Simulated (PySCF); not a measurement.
Molecule: SMILES CC[SiH](Br)Br. Atoms near the plane z = 0.6 Å, at the PBE0/def2-SVP optimised geometry (x, y, z in Å): Si1 (-0.2, -1.4, 0.0), Br3 (2.0, -1.4, 0.0), C4 (-0.9, 0.3, 0.0), C5 (-0.5, 1.2, 1.2), H8 (-2.0, 0.3, -0.1), H9 (0.6, 1.3, 1.3), H10 (-0.9, 2.2, 1.1).

Method: PBE0/def2-TZVP (PySCF 2.14.0). The values are rescaled to run from 0 to 1.

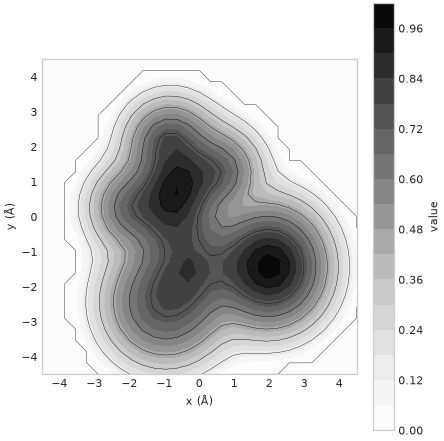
Figure. a field on the plane z = 0.6 Å.

Task: Which quantity is mapped?
(A) Laplacian of the electron density
(B) an orbital amplitude
(C) electron localisation function
(D) log10 of the electron density

Result: D, log10 of the electron density. In full: log10 of the electron density (e/bohr³), floored at −4.
